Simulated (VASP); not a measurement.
Band structure of Cl (relaxed from the bcc structure, space group Im-3m). Calculation: PBEsol GGA, VASP's PBE PAW potentials (set 64) (plane waves; VASP).

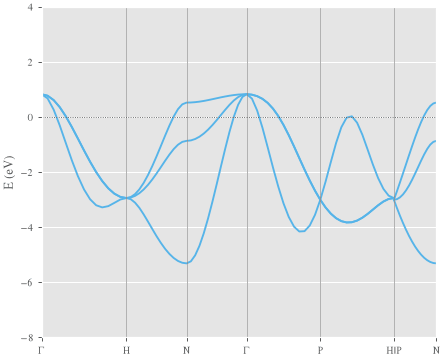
*Bands along high-symmetry lines, zero at the valence-band maximum or, without a gap, the Fermi level*

Problem. Read the plot: is there a gap, and where are the band edges?

Solution. It has no gap at this level: it comes out as a metal or semimetal. (Edges off the drawn lines would not show.)

The structure was generated: Cl was put into the bcc type (Im-3m), which need not be its known phase. It was relaxed first, which changed the volume by -10 %.
